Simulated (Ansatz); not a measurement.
Input

```
crystal:
  periodic: [false, false, false]
  atoms:
    - {symbol: C, position_ang: [0.166935, 0.559661, 2.164724]}
    - {symbol: N, position_ang: [0.064675, 0.303650, 1.053812]}
    - {symbol: H, position_ang: [0.262570, 0.798861, 3.202213]}
basis:
  gaussian: {orbitals: "def2-TZVPPD.json"}
hamiltonian: {xc: pbe0, dispersion: d4}
output: {orbitals: {seedname: orbitals}}
```

Launched as:

```sh
ansatz run in.yaml --threads 2 --pin off --events-out ev --progress --plain --max-ram 5222MiB
```

Geometry: PBE0-D4/def2-TZVP.

Level of theory: RKS PBE0-D4/def2-TZVPPD (Ansatz 0.2.0).

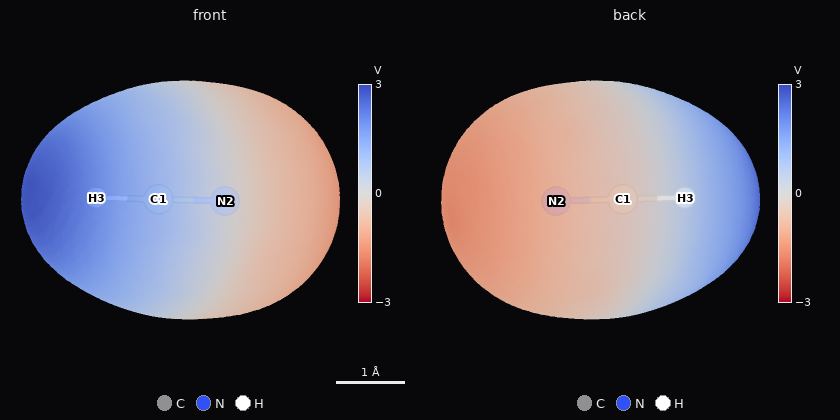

HCN. The electrostatic potential painted on the density surface at 0.002 e/bohr³, seen from the front and from behind; red is negative and blue positive.

Q: Where is the surface potential most negative and most positive?

A: The most negative region (about −1.6 V) lies over N2, the most positive (about +2.8 V) over H3. N2 is the likeliest acceptor of a hydrogen bond.
